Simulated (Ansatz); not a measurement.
## Electronic structure of FH5NPSi (SMILES F[SiH2]NP) in real space

Input file:

```
crystal:
  periodic: [false, false, false]
  atoms:
    - {symbol: F, position_ang: [-1.177646, 1.605201, -0.844540]}
    - {symbol: Si, position_ang: [0.273733, 0.987265, -0.576473]}
    - {symbol: N, position_ang: [0.234385, -0.712271, -0.415831]}
    - {symbol: P, position_ang: [-0.336115, -1.631049, 0.917189]}
    - {symbol: H, position_ang: [1.114935, 1.328898, -1.746004]}
    - {symbol: H, position_ang: [0.739289, 1.580149, 0.695329]}
    - {symbol: H, position_ang: [0.436502, -1.280585, -1.223242]}
    - {symbol: H, position_ang: [0.357771, -0.969560, 1.967769]}
    - {symbol: H, position_ang: [-1.554355, -0.954249, 1.208703]}
basis:
  gaussian: {orbitals: def2-TZVPP}
hamiltonian: {xc: pbe0, dispersion: d4}
output: {orbitals: {seedname: orbitals}}
```

Launched as:

```sh
ansatz run in.yaml --threads 2 --pin off --events-out ev --progress --plain --max-ram 4352MiB
```

Geometry: PBE0-D4/def2-TZVP.

Level of theory: RKS PBE0-D4/def2-TZVPP (Ansatz).

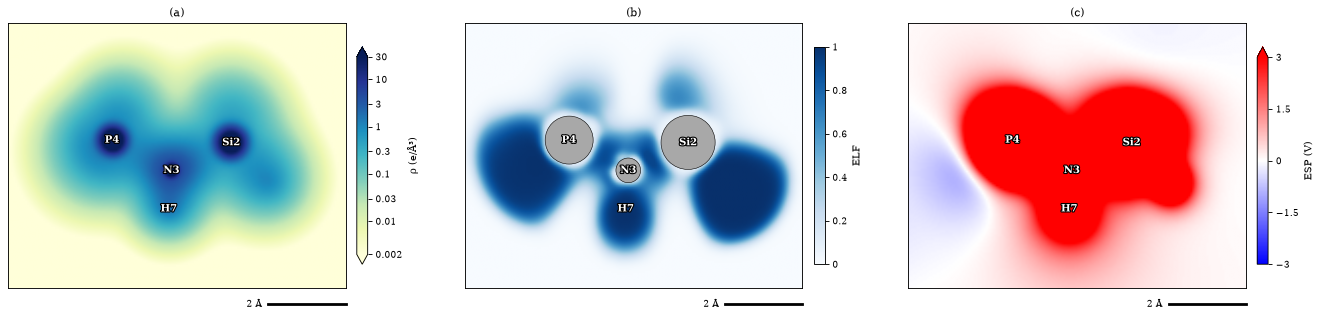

Figure 1. (a) total electron density; (b) electron localisation function; (c) electrostatic potential on the plane of atoms Si2, N3 and P4. Grey discs cover the atomic cores in the ELF map.

What do the fields say about this system?

The plane passes through Si, N, P and H nuclei. Si–N (1.71 Å): ρ is about 1.1 e/Å³ halfway; the ELF peaks at about 0.90 between the atoms (a shared but strongly polarised pair). P–N (1.72 Å): ρ is about 1.3 e/Å³ halfway; the ELF peaks at about 0.90 between the atoms; a polar covalent bond. N–H (1.01 Å): ρ at the midpoint is about 2.9 e/Å³; the ELF climbs to about 1 towards the hydrogen, as it does in any bond to H; a covalent bond by its length. The ELF also peaks beside P4, away from the bonds: lone-pair regions. Outside the dense part of the molecule the potential is most negative (−0.9 V) near P4.

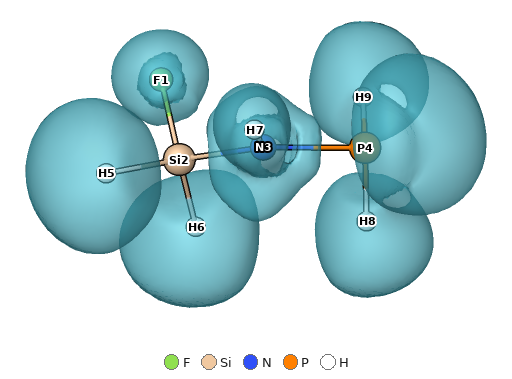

Figure 2. Isosurface of the electron localisation function at 0.75 (cyan), seen from one side. Only the valence region is drawn (cores and ρ < 0.01 e/Å³ removed).

Identify the bonds, lone pairs and shells in this picture.

The surface consists of two regions around hydrogen nuclei, one region wrapped around F (its lone pairs, merged into a ring or cap), one joined region spread over several atoms (H, N), in which their bonds and any lone pairs are merged and one joined region spread over several atoms (H, P), in which their bonds and any lone pairs are merged. Along the contacts the grid gives the following. Si–F (1.60 Å): the ELF peaks at about 0.85 in the valence shell of F, 0.6 Å from its nucleus, and is about 0.50 at the midpoint.

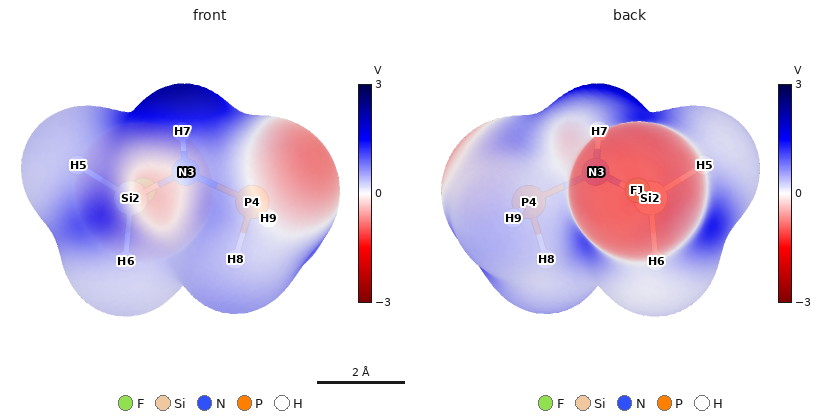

Figure 3. The molecular electrostatic potential painted on the density surface at 0.002 e/bohr³, seen from the front and from behind; the colour scale runs from red (negative) to blue (positive).

Where is the surface potential most negative and most positive?

The most negative region (about −1.0 V) lies over F1, the most positive (about +2.2 V) over H7.
